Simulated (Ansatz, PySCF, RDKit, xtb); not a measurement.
# Solving Si2NH5ClF, step by step, part 2 of 2

Only the formula Si2NH5ClF is given. Aim: find the structure of lowest free energy at 298.15 K, then its properties.

xtb, Ansatz and PySCF; isolated molecules.

## Step 11: c265b at CCSD(T)/def2-SVP

Input file input.yaml:

```yaml
crystal:
  periodic: [false, false, false]
  atoms:
    - {symbol: Cl, position_ang: [0.824291, -1.886185, 3.082832]}
    - {symbol: F, position_ang: [-0.954809, -1.936307, 0.719518]}
    - {symbol: N, position_ang: [1.330026, -0.395420, 0.503793]}
    - {symbol: Si, position_ang: [0.629923, -1.855608, 1.037684]}
    - {symbol: Si, position_ang: [1.709385, 1.042682, 1.442562]}
    - {symbol: H, position_ang: [1.232008, -3.056832, 0.423026]}
    - {symbol: H, position_ang: [1.526637, -0.327203, -0.491583]}
    - {symbol: H, position_ang: [2.058119, 2.099883, 0.448557]}
    - {symbol: H, position_ang: [2.871126, 0.826665, 2.353505]}
    - {symbol: H, position_ang: [0.539558, 1.482750, 2.254933]}
basis:
  gaussian:
    orbitals: def2-SVP
correlation:
  method: ccsd_t
  frozen_orbitals: {Cl: 5, F: 1, H: 0, Si: 5, "N": 1}
```

Run with:

```bash
$ ansatz run input.yaml --threads 2 --pin off --max-ram 4350MiB --events-out events.jsonl --progress --plain --runs-dir runs
```

Output, cut to the lines that bear on the results:

```text
Warning: RAYON_NUM_THREADS=2 ignored (pool sized by the plan → 2); use --threads N
Functional definition: HF
  name "HF"
[...]
1016 factors; integrals over basis functions are off by at most 1.2e-3 eV
[...]
mean field -32487.28957083 eV, -1193.8858710521 hartree, gradient 1.4e-6 eV, S^2 0.000000; 0 other end points of the search recorded, 0 dependent functions left out
17 core orbitals not correlated: weight in the atoms' cores, before any rotation towards them, 1.000 or more for the frozen orbitals, at most 0.000 for the correlated occupied ones
reference -32487.28957083 eV, -1193.8858710521 hartree; 16, 16 occupied and 74, 74 virtual orbitals, 1016 factors
second order -18.47588571 eV of doubles, -0.00000000 eV of singles
cycle   1  -19.29163826 eV  change   -8.2e-1 eV  update   9.7e-2
[...]
cycle   8  -19.86351449 eV  change    2.5e-5 eV  update   3.0e-5
perturbative correction -0.42580468 eV, -0.0156480334 hartree
Total energy: -32507.57888999 eV, -1194.6314897789 hartree
```

Wall time 8.7 s (2 threads of Arm Neoverse V2, shared host).

## Step 12: Free energies and the winner

Energies in kcal/mol from c265a; G adds the thermal terms to the CCSD(T)/def2-SVP + MP2/def2-TZVPP - MP2/def2-SVP energy. The columns left of the relaxed level are at the tight-binding geometries.

```
label              SMILES     spin  GFN2-xTB  HF/STO-3G  r2SCAN-D4/def2-SVP  PBE0-D3(BJ)/def2-SVP  HF/def2-SVP  MP2/def2-SVP  CCSD(T)/def2-SVP + MP2/def2-TZVPP - MP2/def2-SVP    G  share at equilibrium     T1
c265a  F[Si@H](Cl)N[SiH3]  singlet       0.0        0.0                 0.0                   0.0          0.0           0.0                                               0.0  0.0                46.4 %  0.011
c725d    F[SiH2]N[SiH2]Cl  singlet      -4.9        0.4                 3.2                   0.3         -0.3           0.2                                              -0.3  0.2                31.8 %  0.011
c265b  F[Si@H](Cl)N[SiH3]  singlet      -0.1        0.6                 0.6                   0.0          0.5           0.1                                               0.3  0.4                21.8 %  0.011
```

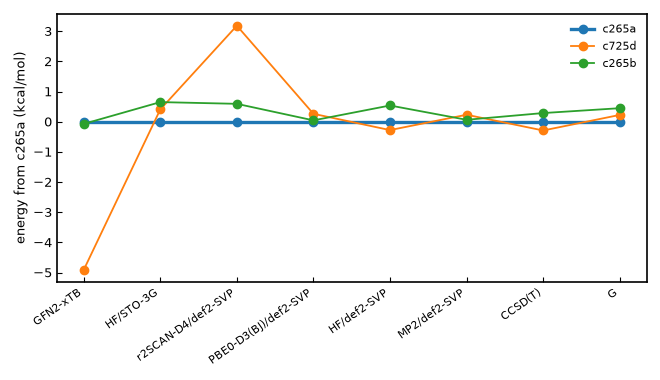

The finalists at each level, measured from c265a.

Lowest found: c265a, `F[Si@H](Cl)N[SiH3]`, a singlet of point group C1. Bond lengths: Cl1–Si4 2.054 Å, F2–Si4 1.619 Å, N3–Si4 1.707 Å, N3–Si5 1.751 Å, Si4–H6 1.476 Å, N3–H7 1.018 Å, Si5–H8 1.491 Å, Si5–H9 1.494 Å, Si5–H10 1.493 Å. Some angles: Cl1–Si4–F2 105.4°, Cl1–Si4–N3 109.0°, F2–Si4–N3 112.3°, Si4–N3–Si5 128.2°, Cl1–Si4–H6 111.6°, F2–Si4–H6 107.4°, N3–Si4–H6 111.0°, Si4–N3–H7 115.3°, Si5–N3–H7 116.4°, N3–Si5–H8 106.5°.

```xyz
10

Cl    0.5681   -0.9017   -3.5261
F     0.6948    1.9897   -4.0085
N     0.3861    1.2643   -1.3602
Si    1.1506    0.9503   -2.8543
Si    0.9934    2.1948   -0.0070
H     2.6177    1.0455   -2.7274
H    -0.5624    0.9045   -1.2732
H     2.4068    2.5413   -0.3320
H     0.2090    3.4482    0.2059
H     0.9405    1.3942    1.2525
```

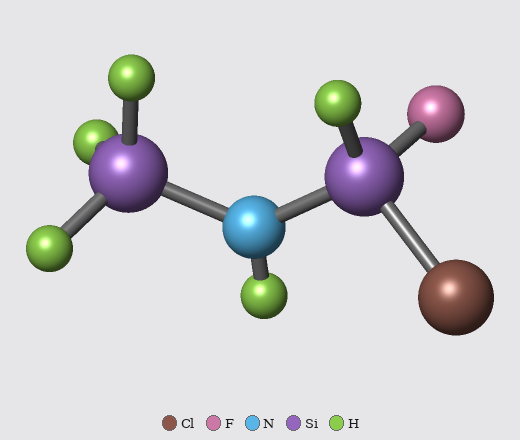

The lowest structure found, seen from a chosen angle (chlorine brown, fluorine pink, nitrogen blue, silicon purple, hydrogen green).

## Step 13: Density, orbitals and dipole (PBE0/def2-TZVPD)

Input file input.yaml:

```yaml
crystal:
  periodic: [false, false, false]
  atoms:
    - symbol: Cl
      position_ang: [0.568108, -0.901731, -3.526065]
    - symbol: F
      position_ang: [0.694845, 1.989699, -4.008530]
    - symbol: "N"
      position_ang: [0.386077, 1.264267, -1.360226]
    - symbol: Si
      position_ang: [1.150641, 0.950297, -2.854344]
    - symbol: Si
      position_ang: [0.993389, 2.194789, -0.007039]
    - symbol: H
      position_ang: [2.617713, 1.045504, -2.727426]
    - symbol: H
      position_ang: [-0.562426, 0.904526, -1.273234]
    - symbol: H
      position_ang: [2.406759, 2.541263, -0.332005]
    - symbol: H
      position_ang: [0.208998, 3.448209, 0.205915]
    - symbol: H
      position_ang: [0.940500, 1.394223, 1.252502]
basis:
  gaussian:
    orbitals: def2-TZVPD
hamiltonian:
  xc: pbe0
output: {forces: true, orbitals: {seedname: orbitals}}
```

Run with:

```bash
$ ansatz run input.yaml --threads 2 --pin off --max-ram 4350MiB --events-out events.jsonl --progress --plain --runs-dir runs
```

Output, cut to the lines that bear on the results:

```text
Warning: RAYON_NUM_THREADS=2 ignored (pool sized by the plan → 2); use --threads N
Functional definition: PBE0
  name "PBE0"
[...]
1531 factors; their error is unknown
[...]
mean field -32558.64725788 eV, -1196.5082176833 hartree, gradient 1.9e-5 eV, S^2 0.000000; 0 other end points of the search recorded, 0 dependent functions left out
[...]
reference -32558.64730892 eV, -1196.5082195589 hartree; 33, 33 occupied and 221, 221 virtual orbitals, 1531 factors
[...]
Atom 5 at     2.617713     1.045504    -2.727426 Å, force    -0.121701    -0.011180    -0.025864 eV/Å
Atom 6 at    -0.562426     0.904526    -1.273234 Å, force     0.256321     0.098383    -0.012547 eV/Å
Atom 7 at     2.406759     2.541263    -0.332005 Å, force    -0.133959    -0.036163     0.018446 eV/Å
Atom 8 at     0.208998     3.448209     0.205915 Å, force     0.060712    -0.129549    -0.037502 eV/Å
Atom 9 at     0.940500     1.394223     1.252502 Å, force    -0.005760     0.060503    -0.134663 eV/Å
Dipole moment:    -0.028915     0.026532     0.406785 e Å
```

It took 13 s on 2 threads of Arm Neoverse V2, shared host; peak memory 0.85 GiB.

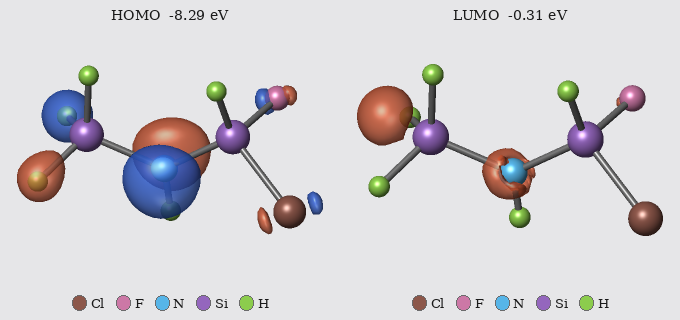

Frontier orbitals of this run, surfaces at ±0.2 Å^-3/2.

## Step 14: Frequencies after a tight-binding relaxation (GFN2-xTB)

Input file start.xyz:

```xyz
10
c265a
Cl     0.568108    -0.901731    -3.526065
F      0.694845     1.989699    -4.008530
N      0.386077     1.264267    -1.360226
Si     1.150641     0.950297    -2.854344
Si     0.993389     2.194789    -0.007039
H      2.617713     1.045504    -2.727426
H     -0.562426     0.904526    -1.273234
H      2.406759     2.541263    -0.332005
H      0.208998     3.448209     0.205915
H      0.940500     1.394223     1.252502
```

Run with:

```bash
$ xtb start.xyz --gfn 2 --ohess tight
```

Output, cut to the lines that bear on the results:

```text
[...]
         ::                     SUMMARY                     ::
         :::::::::::::::::::::::::::::::::::::::::::::::::::::
         :: total energy             -18.374201435180 Eh    ::
         :: gradient norm              0.000344540458 Eh/a0 ::
         :: HOMO-LUMO gap              5.439581877502 eV    ::
         ::.................................................::
         :: SCC energy               -18.482535821315 Eh    ::
         :: -> isotropic ES            0.056442753798 Eh    ::
         :: -> anisotropic ES          0.001433106602 Eh    ::
         :: -> anisotropic XC         -0.001007679613 Eh    ::
         :: -> dispersion             -0.007448041948 Eh    ::
         :: repulsion energy           0.108334386135 Eh    ::
         :: add. restraining           0.000000000000 Eh    ::
         :: total charge              -0.000000000000 e     ::
         :::::::::::::::::::::::::::::::::::::::::::::::::::::
[...]
          | TOTAL ENERGY              -18.374201435216 Eh   |
          | TOTAL ENTHALPY            -18.312482072491 Eh   |
          | TOTAL FREE ENERGY         -18.355972600065 Eh   |
          | GRADIENT NORM               0.000344367098 Eh/α |
[...]
```

Run time: 0.34 s. Hardware: 2 threads of Arm Neoverse V2, shared host.

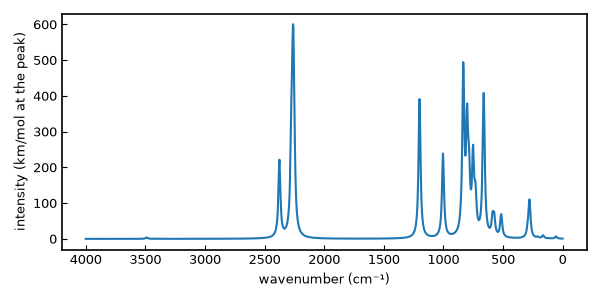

Harmonic infrared spectrum, unscaled, lines broadened by 10 cm⁻¹.

## Step 15: Electronic excitations (TD-B3LYP/def2-SVPD)

An in-house driver calls PySCF's response routines at TD-B3LYP/def2-SVPD; it has no typed input.

Output:

```text
coarse grid: 10120 points
cycle   1  E = -1196.3582796011  dE =  2.573e-01  |g| = 6.702e-01  |ddm| = 3.963e+00
cycle   2  E = -1196.2377705760  dE =  1.205e-01  |g| = 1.061e+00  |ddm| = 1.664e+00
cycle   3  E = -1196.4445288075  dE = -2.068e-01  |g| = 8.171e-02  |ddm| = 9.508e-01
cycle   4  E = -1196.4459003805  dE = -1.372e-03  |g| = 3.021e-02  |ddm| = 1.529e-01
cycle   5  E = -1196.4461080994  dE = -2.077e-04  |g| = 7.803e-03  |ddm| = 4.336e-02
cycle   6  E = -1196.4461216670  dE = -1.357e-05  |g| = 3.261e-03  |ddm| = 1.122e-02
cycle   7  E = -1196.4461238903  dE = -2.223e-06  |g| = 5.236e-04  |ddm| = 3.642e-03
final grid: 85056 points
cycle   8  E = -1196.5785869169  dE = -9.362e-06  |g| = 2.745e-03  |ddm| = 3.026e-02
cycle   9  E = -1196.5785843048  dE =  2.612e-06  |g| = 4.401e-03  |ddm| = 6.837e-03
cycle  10  E = -1196.5785885698  dE = -4.265e-06  |g| = 3.472e-04  |ddm| = 4.256e-03
cycle  11  E = -1196.5785885969  dE = -2.713e-08  |g| = 7.552e-05  |ddm| = 5.206e-04
cycle  12  E = -1196.5785885982  dE = -1.281e-09  |g| = 3.317e-05  |ddm| = 1.332e-04
cycle  13  E = -1196.5785885984  dE = -2.183e-10  |g| = 7.423e-06  |ddm| = 3.864e-05
converged SCF energy = -1196.5785885984

Static polarisability (au): isotropic 73.261, principal 63.633 67.631 88.519

Singlet excitations
state   eV       nm        f      main configurations
  1   6.5930    188.1   0.00463   H->L 0.99
  2   7.1862    172.5   0.01903   H->L+1 0.97
  3   7.6482    162.1   0.00633   H->L+2 0.45, H->L+3 0.40
  4   7.6615    161.8   0.01378   H->L+2 0.49, H->L+3 0.48
  5   7.7865    159.2   0.00150   H->L+4 0.87
  6   8.0715    153.6   0.02045   H->L+5 0.79
  7   8.1772    151.6   0.02674   H-1->L 0.61, H->L+6 0.28
  8   8.2308    150.6   0.01758   H-2->L 0.63, H-1->L 0.14, H->L+6 0.10

Triplet excitations (Tamm-Dancoff, eV): 6.2630 6.9361 7.1941
```

Run time: 11 s. Hardware: 2 threads of Arm Neoverse V2, shared host; peak memory 0.63 GiB.

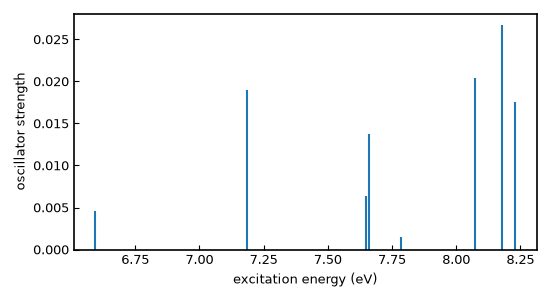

Vertical excitations as sticks.

The roots found:

| excited state | energy (eV) | strength |
| --- | --- | --- |
| 1 | 6.593 | 0.0046 |
| 2 | 7.186 | 0.0190 |
| 3 | 7.648 | 0.0063 |
| 4 | 7.662 | 0.0138 |
| 5 | 7.787 | 0.0015 |
| 6 | 8.072 | 0.0204 |
| 7 | 8.177 | 0.0267 |
| 8 | 8.231 | 0.0176 |

## Step 16: NMR shieldings (GIAO PBE0/pcSseg-1)

An in-house driver calls PySCF's response routines at GIAO PBE0/pcSseg-1; it has no typed input.

Output:

```text
coarse grid: 10120 points
cycle   1  E = -1196.2306363677  dE =  2.709e-01  |g| = 6.557e-01  |ddm| = 2.874e+00
cycle   2  E = -1196.1586248601  dE =  7.201e-02  |g| = 9.496e-01  |ddm| = 1.112e+00
cycle   3  E = -1196.3083643566  dE = -1.497e-01  |g| = 6.682e-02  |ddm| = 6.583e-01
cycle   4  E = -1196.3091588667  dE = -7.945e-04  |g| = 2.579e-02  |ddm| = 8.380e-02
cycle   5  E = -1196.3092764094  dE = -1.175e-04  |g| = 6.216e-03  |ddm| = 2.467e-02
cycle   6  E = -1196.3092835099  dE = -7.101e-06  |g| = 2.950e-03  |ddm| = 6.744e-03
final grid: 85056 points
cycle   7  E = -1196.3380202566  dE = -1.140e-05  |g| = 8.842e-03  |ddm| = 1.287e-02
cycle   8  E = -1196.3379975259  dE =  2.273e-05  |g| = 1.364e-02  |ddm| = 1.488e-02
cycle   9  E = -1196.3380360171  dE = -3.849e-05  |g| = 5.501e-04  |ddm| = 9.154e-03
cycle  10  E = -1196.3380360453  dE = -2.815e-08  |g| = 2.087e-04  |ddm| = 4.611e-04
cycle  11  E = -1196.3380360514  dE = -6.128e-09  |g| = 4.482e-05  |ddm| = 1.444e-04
cycle  12  E = -1196.3380360517  dE = -3.142e-10  |g| = 1.165e-05  |ddm| = 4.224e-05
converged SCF energy = -1196.3380360517

GIAO shielding tensors (ppm)
atom      isotropic    diamagn.    paramagn.     s11        s22        s33       span
  0 Cl     881.889    1149.028    -267.138    759.902    849.594   1036.172    276.270
  1 F      288.606     462.765    -174.159    235.780    280.415    349.624    113.844
  2 N      225.353     328.402    -103.048    186.263    225.571    264.226     77.963
  3 Si     368.359     875.974    -507.616    350.733    362.832    391.511     40.778
  4 Si     406.485     879.072    -472.587    360.069    396.007    463.379    103.310
  5 H       26.286      27.531      -1.245     22.721     24.245     31.892      9.171
  6 H       30.446      35.934      -5.488     22.153     29.228     39.956     17.803
  7 H       26.646      28.588      -1.942     23.451     25.767     30.720      7.268
  8 H       26.548      27.696      -1.148     22.713     24.711     32.220      9.507
  9 H       26.585      29.723      -3.138     22.755     24.874     32.125      9.370
```

Wall time 6.6 s (2 threads of Arm Neoverse V2, shared host); peak memory 0.63 GiB.

Isotropic shieldings, averaged over atoms that the bond graph makes equivalent (absolute, not shifts):

| atoms | shielding (ppm) |
| --- | --- |
| Cl1 | 881.9 |
| F2 | 288.6 |
| N3 | 225.4 |
| Si4 | 368.4 |
| Si5 | 406.5 |
| H6 | 26.29 |
| H7 | 30.45 |
| H8, H9, H10 | 26.59 |

## Step 17: The cation at the same geometry (PBE0/def2-TZVPD)

input.yaml, as its differences from that of step 13:

```diff
@@ -7,3 +7,3 @@
       position_ang: [0.694845, 1.989699, -4.008530]
-    - symbol: "N"
+    - symbol: N
       position_ang: [0.386077, 1.264267, -1.360226]
@@ -26,4 +26,7 @@
     orbitals: def2-TZVPD
+total_charge: 1
+magnetization:
+  spin_polarized: true
+  initial_magnetization: 1
 hamiltonian:
-  xc: pbe0
-output: {forces: true, orbitals: {seedname: orbitals}}
+  xc: {name: PBE0}
```

Run with:

```bash
$ ansatz run input.yaml --threads 2 --pin off --max-ram 4350MiB --events-out events.jsonl --progress --plain --runs-dir runs
```

Output, cut to the lines that bear on the results:

```text
Warning: RAYON_NUM_THREADS=2 ignored (pool sized by the plan → 2); use --threads N
Functional definition: PBE0
  name "PBE0"
[...]
1531 factors; their error is unknown
[...]
mean field -32548.42950750 eV, -1196.1327222828 hartree, gradient 3.5e-5 eV, S^2 0.759058; 2 other end points of the search recorded, 0 dependent functions left out
reference -32548.42955680 eV, -1196.1327240945 hartree; 33, 32 occupied and 221, 222 virtual orbitals, 1531 factors
Total energy: -32548.42955680 eV, -1196.1327240945 hartree
```

It took 26 s on 2 threads of Arm Neoverse V2, shared host; peak memory 1 GiB.

Difference from the parent: 10.22 eV.

## Step 18: The anion at the same geometry (PBE0/def2-TZVPD)

input.yaml, as its differences from that of step 17:

```diff
@@ -7,3 +7,3 @@
       position_ang: [0.694845, 1.989699, -4.008530]
-    - symbol: N
+    - symbol: "N"
       position_ang: [0.386077, 1.264267, -1.360226]
@@ -26,3 +26,2 @@
     orbitals: def2-TZVPD
-total_charge: 1
 magnetization:
@@ -31,2 +30,5 @@
 hamiltonian:
-  xc: {name: PBE0}
+  xc: pbe0
+total_charge: -1
+scf:
+  lower_state_search: "off"
```

Run with:

```bash
$ ansatz run input.yaml --threads 2 --pin off --max-ram 4350MiB --events-out events.jsonl --progress --plain --runs-dir runs
```

Output, cut to the lines that bear on the results:

```text
Warning: RAYON_NUM_THREADS=2 ignored (pool sized by the plan → 2); use --threads N
Functional definition: PBE0
  name "PBE0"
[...]
1531 factors; their error is unknown
[...]
mean field -32557.81215350 eV, -1196.4775281634 hartree, gradient 9.4e-6 eV, S^2 0.750571; 0 other end points of the search recorded, 0 dependent functions left out
reference -32557.81219695 eV, -1196.4775297603 hartree; 34, 33 occupied and 220, 221 virtual orbitals, 1531 factors
Total energy: -32557.81219695 eV, -1196.4775297603 hartree
Checks for a lower state left out: stability, starts, cluster_reference, orbital_swaps, neighbouring_geometries, increment
```

Run time: 21 s. Hardware: 2 threads of Arm Neoverse V2, shared host; peak memory 0.93 GiB.

Parent less the species with the added electron: -0.84 eV. The extra electron isn't bound at this geometry, so the number measures the basis, not the molecule.

## Step 19: The triplet at the same geometry (PBE0/def2-TZVPD)

input.yaml, as its differences from that of step 18:

```diff
@@ -7,3 +7,3 @@
       position_ang: [0.694845, 1.989699, -4.008530]
-    - symbol: "N"
+    - symbol: N
       position_ang: [0.386077, 1.264267, -1.360226]
@@ -28,7 +28,4 @@
   spin_polarized: true
-  initial_magnetization: 1
+  initial_magnetization: 2
 hamiltonian:
   xc: pbe0
-total_charge: -1
-scf:
-  lower_state_search: "off"
```

Run with:

```bash
$ ansatz run input.yaml --threads 2 --pin off --max-ram 4350MiB --events-out events.jsonl --progress --plain --runs-dir runs
```

Output, cut to the lines that bear on the results:

```text
Warning: RAYON_NUM_THREADS=2 ignored (pool sized by the plan → 2); use --threads N
Functional definition: PBE0
  name "PBE0"
[...]
1531 factors; their error is unknown
[...]
mean field -32552.45784981 eV, -1196.2807611320 hartree, gradient 2.6e-5 eV, S^2 2.007637; 6 other end points of the search recorded, 0 dependent functions left out
reference -32552.45790733 eV, -1196.2807632459 hartree; 34, 32 occupied and 220, 222 virtual orbitals, 1531 factors
Total energy: -32552.45790733 eV, -1196.2807632459 hartree
```

It took 35 s on 2 threads of Arm Neoverse V2, shared host; peak memory 1 GiB.

It lies 6.19 eV above the singlet.

## Step 20: Outcome

The summary covers parts 1 to 2.

| quantity | value |
| --- | --- |
| lowest structure found | F[Si@H](Cl)N[SiH3], singlet, C1 |
| next finalist | F[SiH2]N[SiH2]Cl, singlet, 0.2 kcal/mol higher in G |
| share at equilibrium, among the finalists | 46.4 % |
| funnel | 47 starts, 41 minima at GFN2-xTB, 7 screening runs, 4 relaxed, 3 ranked |
| CPU time of all runs | 35 min |
| harmonic wavenumbers, lowest and highest (PBE0-D3(BJ)/def2-SVP) | 34 and 3608 cm⁻¹ |
| rotational constants, same geometry | 0.1491, 0.04046, 0.03375 cm⁻¹ |
| dipole moment (PBE0/def2-TZVPD) | 1.96 D |
| HOMO energy (PBE0/def2-TZVPD) | -8.29 eV |
| LUMO energy (PBE0/def2-TZVPD) | -0.31 eV |
| HOMO–LUMO gap (PBE0/def2-TZVPD) | 7.98 eV |
| lowest excitation (TD-B3LYP/def2-SVPD) | 6.59 eV (f = 0.005) |
| strongest of the states computed, same level | 8.18 eV (f = 0.027) |
| lowest triplet excitation, same level, Tamm-Dancoff | 6.26 eV |
| vertical ionisation energy | 10.22 eV |
| vertical electron affinity | -0.84 eV (unbound: the value depends on the basis) |
| vertical triplet less singlet | +6.19 eV |

The search ends on `F[Si@H](Cl)N[SiH3]`. Its margin of 0.2 kcal/mol is inside the likely error of CCSD(T)/def2-SVP + MP2/def2-TZVPP - MP2/def2-SVP with harmonic terms (about 1.5 kcal/mol), so the order of the first two is not settled. The thermal terms turn the order: in electronic energy alone `F[SiH2]N[SiH2]Cl` is lowest. With modes this soft, harmonic terms can't settle so small a difference. HF/STO-3G, r2SCAN-D4/def2-SVP, PBE0-D3(BJ)/def2-SVP and MP2/def2-SVP already put its bonding pattern lowest among the structures in one piece; GFN2-xTB favours the singlet F[SiH2]N[SiH2]Cl (c725a, not a finalist); HF/def2-SVP favours the singlet F[SiH2]N[SiH2]Cl. The largest share of the time went into the vibrations (31 %). 3 minima inside the window were never screened. The search is not exhaustive (a finite list of starts, one conformer a finalist), so a lower isomer can't be ruled out. Patterns outside the rules of the enumeration were met only by chance.
